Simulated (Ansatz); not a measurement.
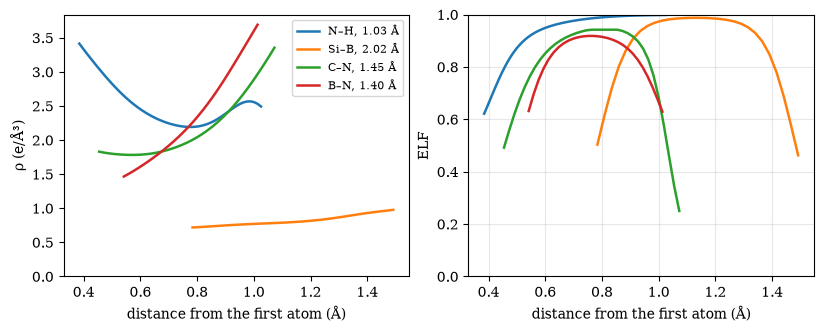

Figure 1: CH8BNSi. Total electron density and electron localisation function along straight lines between neighbouring atoms. The curves leave out the atomic cores.

The calculation used Ansatz, RKS PBE-D4/def2-SVP.

Input file:

```
crystal:
  periodic: [false, false, false]
  atoms:
    - { symbol: C, position_ang: [-0.5182, 1.9334, 0.1689] }
    - { symbol: "N", position_ang: [-0.8057, 0.5322, 0.1307] }
    - { symbol: B, position_ang: [0.4579, -0.212, -0.2162] }
    - { symbol: Si, position_ang: [0.5586, -2.1404, -0.3082] }
    - { symbol: H, position_ang: [-1.5124, 2.4908, 0.3936] }
    - { symbol: H, position_ang: [-0.2404, 2.3541, -0.8449] }
    - { symbol: H, position_ang: [0.2213, 2.2503, 0.9279] }
    - { symbol: H, position_ang: [-1.0472, 0.2592, 1.088] }
    - { symbol: H, position_ang: [1.5026, 0.3845, -0.3768] }
    - { symbol: H, position_ang: [0.8837, -2.5688, -1.6335] }
    - { symbol: H, position_ang: [1.424, -2.6943, 0.6986] }
    - { symbol: H, position_ang: [-0.8472, -2.6441, 0.0057] }
basis:
  gaussian: { orbitals: def2-SVP }
hamiltonian:
  xc: pbe
  dispersion: d4
relax:
  f_tol: 0.02
  max_steps: 50
output:
  orbitals: {}
```

Command:

```sh
ansatz run input.yaml --threads 2 --pin off --max-ram 3072MiB --backend cpu --events-out ev --progress --plain --runs-dir out
```

The fields are those of the run's last geometry, not of the input's.

### Compare the contacts.

N–H (1.03 Å): the density is about 2.8 e/Å³ at the midpoint; the ELF climbs to about 1 towards the hydrogen, as it does in any bond to H; an ordinary covalent bond to hydrogen.
Si–B (2.02 Å): ρ at the midpoint is about 0.77 e/Å³; the ELF peaks at about 1 between the atoms (a covalent bond).
C–N (1.45 Å): the density is about 1.9 e/Å³ at the midpoint; the ELF peaks at about 0.95 between the atoms, as expected for localised, covalent bonding.
B–N (1.40 Å): the density is about 1.9 e/Å³ at the midpoint; the ELF peaks at about 0.90 between the atoms (a polar covalent bond).
